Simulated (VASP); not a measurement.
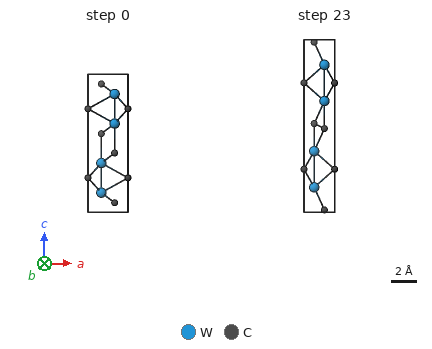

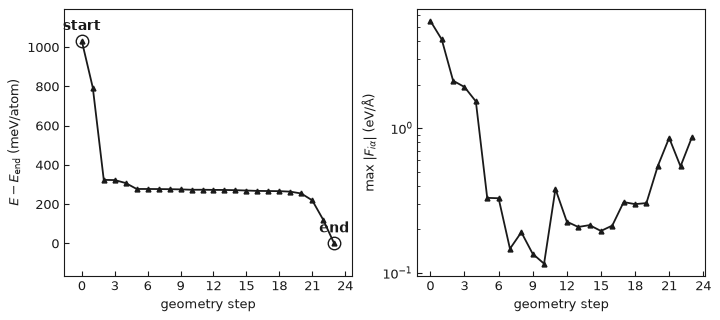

First and last geometry of a relaxation of crystalline W$_{2}$C$_{3}$ (a generated structure, set up in P6_3/mmc), with the history of the run. A ball-and-stick model of the cell of the calculation, seen along the b axis.

The run lets cell and atoms move.

Theory: Kohn-Sham DFT of a periodic cell, PBE, VASP PAW PBE potentials, recommended in VASP 6.6.1.

Input file:
```
ALGO = Fast ; EDIFF = 1E-4
EDIFFG = -0.08 ; ENCUT = 520
GGA = PE ; IBRION = 2
ISIF = 3 ; ISMEAR = 0
LASPH = True ; LCHARG = False
LREAL = Auto ; LWAVE = False
NELM = 60 ; NSW = 24
PREC = Normal ; SIGMA = 0.15
```

Run as
```bash
cat potpaw_PBE.64/W_sv/POTCAR potpaw_PBE.64/C/POTCAR > POTCAR
mpirun -np 1 vasp_std > vasp.out
```

Q: Did the run converge, and what did it change?

A: The relaxation stopped without meeting its thresholds, so the last structure isn't shown to be converged. The largest moves relative to the cell, 0.77 Å, are those of C atoms. Largest moves by element: C 0.77 Å, W 0.03 Å. The volume changes by −26.6 %, with a = b 3.711 → 2.844 Å (−23.4 %), c 11.098 → 13.867 Å (+25.0 %). Some distances before and after: C–C 2.647 → 1.690 Å, W–W 3.711 → 2.844 Å, W–W 2.375 → 2.909 Å, C–W 2.450 → 2.194 Å. Among the angles between lasting bonds that change: W–C–W 108.2° → 71.1°, W–C–W 110.7° → 137.8°, W–C–W 58.0° → 83.1°. The space group stays P6_3/mmc (No. 194). The energy falls by 1031 meV per atom in 23 geometry steps. The largest force component goes from 5.5 to 0.86 eV/Å. Pressure: −28.03 GPa at the start and −9.68 GPa at the end. The volume changes by over a tenth within one run on a fixed set of plane waves, so the end point should be relaxed again from the new cell. It ran on 1 thread of Intel(R) Xeon(R) 6975P-C (Granite Rapids), on a shared host.

```csv
step,"E − E(0), meV/atom","largest force component, eV/Å","pressure, GPa","volume, Å³/atom"
0,0.00,5.5008,-28.03,13.238
1,-237.33,4.0961,86.93,9.183
2,-707.06,2.1256,9.96,10.647
3,-707.99,1.9238,12.09,10.583
4,-723.20,1.5306,-4.73,11.409
5,-753.38,0.3302,1.46,11.014
6,-753.40,0.3283,1.60,11.005
7,-753.81,0.1471,-2.82,11.145
8,-754.49,0.1912,-0.71,11.083
9,-755.41,0.1357,-0.46,11.054
10,-757.38,0.1160,0.84,10.968
11,-757.30,0.3802,3.28,10.795
12,-758.04,0.2263,1.82,10.896
13,-758.41,0.2079,1.54,10.896
14,-759.44,0.2140,1.18,10.896
15,-761.25,0.1952,0.18,10.896
16,-763.20,0.2126,-1.61,10.893
17,-763.84,0.3088,-6.66,10.881
18,-764.46,0.2989,-6.60,10.871
19,-766.98,0.3039,-7.07,10.840
20,-776.38,0.5469,-8.18,10.777
21,-811.31,0.8565,-11.37,10.646
22,-910.27,0.5447,-16.93,10.362
23,-1031.02,0.8646,-9.68,9.716
```
